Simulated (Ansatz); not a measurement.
Consider KTaO3 in the cubic perovskite structure (space group Pm-3m, No. 221; a = 3.990 Å).

The change: 0.318 holes added to each cell, a density of 5.0×10^21 cm⁻³, with a uniform compensating background at fixed cell and a 300 K Fermi–Dirac width.

The values are results of DFT with r2SCAN, PAW potentials and a 500 eV plane-wave cutoff in Ansatz (a program for electronic structure), spin-orbit coupling left out, not measurements.

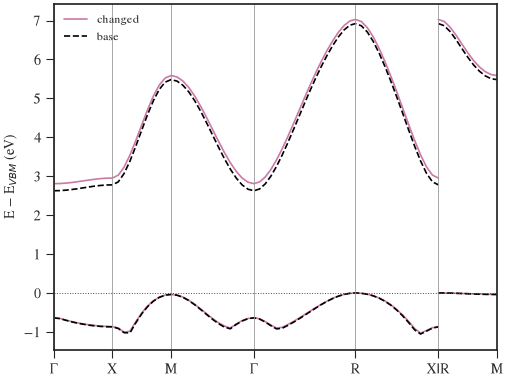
*Highest valence and lowest conduction band along the path, each from its own valence-band maximum*

The gap is 2.81 eV, indirect, R → Γ; the base has 2.63 eV.

Carriers are added with a uniform compensating background; total energy and stress of such cells depend on the potential's zero and are not compared; many-body gap narrowing is missing at this level. With Ta present, leaving out spin-orbit coupling can change the band edges. Whether these cells are dynamically stable was not tested.
